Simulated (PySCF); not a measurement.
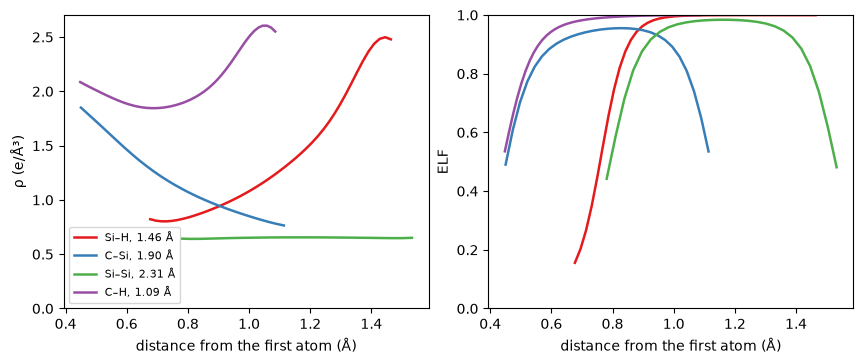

Figure 1: C$_{2}$H$_{16}$Si$_{5}$. Electron density and ELF along straight lines between neighbouring atoms. The curves leave out the atomic cores.

Geometry: GFN2-xTB.

The calculation used PBE0/pcSseg-1, SCF density, gas phase, non-relativistic (PySCF 2.14.0).

```xyz
23

C     1.8549   -3.0125    0.5923
Si    1.6219   -1.7518   -0.8092
Si    0.8976    0.2740    0.0863
C     0.3088    1.3742   -1.3688
Si   -0.1563    3.1642   -0.9514
Si   -0.8380    0.1335    1.6414
Si   -2.9493   -0.1357    0.7345
H     2.6224   -2.6868    1.2883
H     2.1489   -3.9857    0.2117
H     0.9369   -3.1459    1.1576
H     0.6453   -2.3250   -1.7525
H     2.8869   -1.7062   -1.5621
H     2.0590    0.9980    0.6566
H     1.0911    1.3901   -2.1288
H    -0.5488    0.8911   -1.8408
H    -0.5936    3.8704   -2.1599
H     1.0073    3.8559   -0.3951
H    -1.2469    3.1720    0.0291
H    -0.5530   -1.0023    2.5404
H    -0.8381    1.2773    2.5701
H    -4.0589    0.0122    1.6796
H    -3.1057   -1.4640    0.1322
H    -3.1972    0.8298   -0.3415
```

### What can be read from the curves?

Si–H (1.46 Å): ρ is about 0.8 e/Å³ halfway; the ELF climbs to about 1 towards the hydrogen, as it does in any bond to H.
C–Si (1.90 Å): ρ is about 0.9 e/Å³ halfway; the ELF peaks at about 0.95 between the atoms (a covalent bond).
Si–Si (2.31 Å): ρ is about 0.66 e/Å³ halfway; the ELF peaks at about 1 between the atoms (a covalent bond).
C–H (1.09 Å): ρ at the midpoint is about 2 e/Å³; the ELF climbs to about 1 towards the hydrogen; an ordinary covalent bond to hydrogen.
